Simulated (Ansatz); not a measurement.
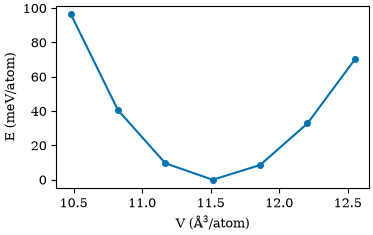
Figure: Ta₂BN in space group R-3m (No. 166; Ta on 6c, N on 3b, B on 3a) under volume change, plane-wave PAW PBE (Ansatz code), shape and atoms relaxed at each volume.

### Question
What does a third-order Birch–Murnaghan fit give for V₀, B₀ and B′?

### Answer
V₀ = 11.52 Å³/atom, B₀ = 281 GPa, B′ = 4.3.

The start of the workflow was typed in or built on a structure type; neither database checked (COD, Materials Project) lists it. Its standing as an ambient phase is unchecked. Symmetry was held in the PBE relaxation; its stability against distortions is not shown here. The run is not spin-polarised. Scalar-relativistic: spin–orbit coupling is off unless named, which matters more the heavier the elements.

Potentials: the earlier of the program's two PAW sets.
